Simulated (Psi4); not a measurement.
# SiH2Cl (chlorosilyl radical) at U-revPBE/cc-pVTZ

Aim: the vertical ionisation energy of SiH2Cl (chlorosilyl radical) at U-revPBE/cc-pVTZ, from 2 runs. 

The results are computed with Psi4 1.11.

1 further run of the same task is left out (set aside as unsound or not needed).

### 1 The structure to begin with

SiH2Cl has 4 atoms, charge 0, and is taken as a doublet. As SMILES, `[SiH2]Cl`. The coordinates come from a GFN2-xTB relaxation.

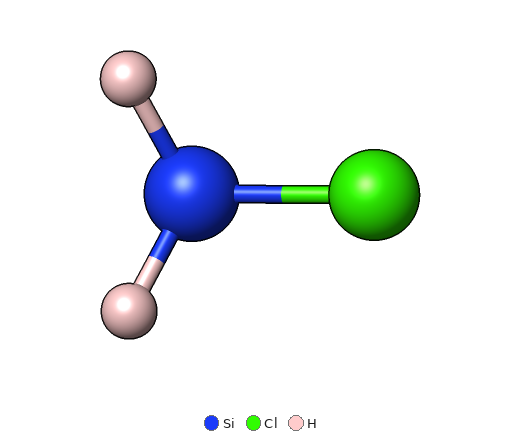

The structure, seen from a chosen angle (silicon blue, chlorine green, hydrogen pink).

### 2 Energy and gradient at U-revPBE/cc-pVTZ

clh2si.dat reads:

```
memory 1600 mb

molecule molecule1 {
  0 2
  Si
  Cl 1 2.022199
  H 1 1.451404 2 110.31601
  H 1 1.451443 3 114.90425 2 125.23636
  symmetry c1
}

set globals {
  reference            uks
  puream               true
  e_convergence        1e-09
  d_convergence        1e-08
  scf_type             pk
  dft_radial_points    99
  dft_spherical_points 590
  maxiter              200
}

e_tot, wfn = gradient("revpbe/cc-pVTZ", return_wfn=True)
print_variables()
```

Started as:

```sh
$ psi4 -n 1 clh2si.dat clh2si.out
```

clh2si.out:

```text
[...]
  Running in c1 symmetry.
[...]
  Nuclear repulsion =   78.978704108725836
[...]
  Multiplicity = 2
[...]
  Nalpha       = 17
  Nbeta        = 16
[...]
    Number of basis functions: 96
[...]
   @UKS iter   1:  -750.70047408400399   -1.07954e-01   3.89102e-03 ADIIS/DIIS
[...]
   @UKS iter  12:  -750.76884731617281   -1.02318e-12   1.97730e-09 DIIS
[...]
   @S^2 Observed:                7.524789077E-01
[...]
    Orbital Energies [Eh]
    ---------------------
    Alpha Occupied:
       1A   -100.720066     2A    -65.477699     3A     -9.193596
       4A     -7.010001     5A     -7.004759     6A     -7.003605
       7A     -5.096327     8A     -3.504602     9A     -3.502376
      10A     -3.498807    11A     -0.767652    12A     -0.493573
      13A     -0.363128    14A     -0.355122    15A     -0.318134
      16A     -0.288522    17A     -0.187451
    Alpha Virtual:
      18A     -0.030640    19A      0.011509    20A      0.024922
      21A      0.110481    22A      0.143866    23A      0.148130
      24A      0.163036    25A      0.169596    26A      0.197483
[...]
  @UKS Final Energy:  -750.76884731617281
   => Energetics <=
    Nuclear Repulsion Energy =             78.9787041087258359
    One-Electron Energy =               -1194.7511999953194390
    Two-Electron Energy =                 414.7526447155386222
    DFT Exchange-Correlation Energy =     -49.7489961451179070
    Empirical Dispersion Energy =           0.0000000000000000
    VV10 Nonlocal Energy =                  0.0000000000000000
    Total Energy =                       -750.7688473161728098
[...]
 Multipole Moments:
 ------------------------------------------------------------------------------------
     Multipole            Electronic (a.u.)      Nuclear  (a.u.)        Total (a.u.)
 ------------------------------------------------------------------------------------
 L = 1.  Multiply by 2.5417464519 to convert [e a0] to [Debye]
 Dipole X            :          0.9195124           -0.9916636           -0.0721512
 Dipole Y            :         -0.4474858            0.4834579            0.0359722
 Dipole Z            :          3.5034671           -3.8453341           -0.3418670
 Magnitude           :                                                    0.3512447
[...]
  -Total Gradient:
     Atom            X                  Y                   Z
    ------   -----------------  -----------------  -----------------
       1       -0.018994070970     0.009410517778     0.010943080472
       2        0.001250015246    -0.000693536278    -0.022715767749
       3        0.002915173956    -0.016568896728     0.005856852294
       4        0.014829313250     0.007851706207     0.005914711001
[...]
```

It took 60 s on 1 thread of Intel Xeon Platinum 8259CL at 2.50GHz (Skylake/Cascade Lake), shared host; peak memory 0.86 GiB.

### 3 The singlet cation

input.json reads:

```json
{
  "schema_name": "qcschema_input",
  "schema_version": 1,
  "molecule": {
    "schema_name": "qcschema_molecule",
    "schema_version": 2,
    "symbols": ["Si", "Cl", "H", "H"],
    "geometry": [-0.53588853, 0.4491879, 0.24866906, 3.01919653, -0.11264657, 1.53273796, -2.01255832, -1.84868127, 0.49758379, -0.47074967, 1.51215884, -2.27897191],
    "molecular_charge": 1,
    "molecular_multiplicity": 1,
    "fix_symmetry": "c1"
  },
  "driver": "gradient",
  "model": {
    "method": "revpbe",
    "basis": "cc-pVTZ"
  },
  "keywords": {
    "puream": true,
    "e_convergence": 1e-09,
    "d_convergence": 1e-08,
    "scf_type": "pk",
    "dft_radial_points": 99,
    "dft_spherical_points": 590
  }
}
```

Started as:

```sh
$ psi4 --qcschema input.json -n 1 --memory 1600MB
```

stdout:

```text
[...]
  Running in c1 symmetry.
[...]
  Nuclear repulsion =   78.978688623151612
[...]
  Multiplicity = 1
[...]
  Nalpha       = 16
  Nbeta        = 16
[...]
    Number of basis functions: 96
[...]
   @RKS iter   1:  -750.42646124512339    1.66059e-01   2.87945e-03 ADIIS/DIIS
[...]
   @RKS iter  11:  -750.45813754171456   -2.72848e-12   3.06728e-09 DIIS
[...]
    Orbital Energies [Eh]
    ---------------------
    Doubly Occupied:
       1A   -100.982516     2A    -65.790781     3A     -9.452508
       4A     -7.269812     5A     -7.264985     6A     -7.261041
       7A     -5.404013     8A     -3.816307     9A     -3.807931
      10A     -3.803944    11A     -1.014223    12A     -0.748995
      13A     -0.609968    14A     -0.604399    15A     -0.558035
      16A     -0.526747
[...]
  @RKS Final Energy:  -750.45813754171456
   => Energetics <=
    Nuclear Repulsion Energy =             78.9786886231516121
    One-Electron Energy =               -1185.8328941296986159
    Two-Electron Energy =                 405.8356649752445833
    DFT Exchange-Correlation Energy =     -49.4395970104120366
    Empirical Dispersion Energy =           0.0000000000000000
    VV10 Nonlocal Energy =                  0.0000000000000000
    Total Energy =                       -750.4581375417145637
[...]
 Multipole Moments:
 ------------------------------------------------------------------------------------
     Multipole            Electronic (a.u.)      Nuclear  (a.u.)        Total (a.u.)
 ------------------------------------------------------------------------------------
 L = 1.  Multiply by 2.5417464519 to convert [e a0] to [Debye]
 Dipole X            :          1.8150135           -3.4048088           -1.5897953
 Dipole Y            :          0.5385139           -0.1734506            0.3650633
 Dipole Z            :          1.6574191           -2.0930649           -0.4356458
 Magnitude           :                                                    1.6883447
[...]
  -Total Gradient:
     Atom            X                  Y                   Z
    ------   -----------------  -----------------  -----------------
       1       -0.039079059797     0.027130542293     0.011410911675
       2        0.014491836345    -0.009927805653    -0.004131744699
       3        0.018547305378     0.005139185551    -0.015000477368
       4        0.006039050159    -0.022340852308     0.007722124355
[...]
```

The result, in JSON:

```text
{
 "driver": "gradient",
 "model": {
  "method": "revpbe",
  "basis": "cc-pVTZ"
 },
 "success": true,
 "return_result": [-0.039079059797296395, 0.027130542292547966, 0.011410911675082347, 0.014491836345099651, -0.009927805652600812, -0.004131744699496703, 0.01854730537812671, 0.005139185551094577, -0.015000477367608935, 0.006039050158803997, -0.022340852308388934, 0.007722124354699961],
 "properties": {
  "calcinfo_nbasis": 96,
  "calcinfo_nmo": 96,
  "calcinfo_nalpha": 16,
  "calcinfo_nbeta": 16,
  "calcinfo_natom": 4,
  "nuclear_repulsion_energy": 78.97868862315161,
  "return_energy": -750.4581375417146,
  "return_gradient": [-0.039079059797296395, 0.027130542292547966, 0.011410911675082347, 0.014491836345099651, -0.009927805652600812, -0.004131744699496703, 0.01854730537812671, 0.005139185551094577, -0.015000477367608935, 0.006039050158803997, -0.022340852308388934, 0.007722124354699961],
  "scf_one_electron_energy": -1185.8328941296986,
  "scf_two_electron_energy": 405.8356649752446,
  "scf_xc_energy": -49.43959701041204,
  "scf_dipole_moment": [-1.589795308890933, 0.36506334047892763, -0.43564584013719365],
  "scf_total_energy": -750.4581375417146,
  "scf_total_gradient": [-0.039079059797296395, 0.027130542292547966, 0.011410911675082347, 0.014491836345099651, -0.009927805652600812, -0.004131744699496703, 0.01854730537812671, 0.005139185551094577, -0.015000477367608935, 0.006039050158803997, -0.022340852308388934, 0.007722124354699961],
  "scf_iterations": 11
 }
}
```

Wall time 55 s (1 thread of Intel Xeon Platinum 8259CL at 2.50GHz (Skylake/Cascade Lake), shared host); peak memory 0.86 GiB.

### 4 Summary of results

At U-revPBE/cc-pVTZ:

| quantity | value |
| --- | --- |
| doublet SiH2Cl: total energy | -750.76885 Eh |
| doublet SiH2Cl: dipole moment | 0.89 D |
| doublet SiH2Cl: HOMO energy (highest over α and β) | -5.10 eV |
| doublet SiH2Cl: LUMO energy (lowest over α and β) | -3.27 eV |
| doublet SiH2Cl: ⟨S²⟩ | 0.752 |
| doublet SiH2Cl: largest force on an atom | 1.227 eV/Å |
| singlet cation: total energy | -750.45814 Eh |
| singlet cation: HOMO energy | -14.33 eV |
| singlet cation: LUMO energy | -11.59 eV |
| singlet cation: HOMO–LUMO gap | 2.75 eV |
| singlet cation: largest force on an atom | 2.516 eV/Å |
| vertical ionisation energy (to the singlet cation) | 8.455 eV |

In words: Removing an electron at fixed nuclei costs 8.45 eV (195 kcal/mol). The largest force (doublet SiH2Cl) is 1.23 eV/Å: the shape isn't a stationary point for this species at this level. Only the singlet of the ionised species was computed; a triplet could lie lower.
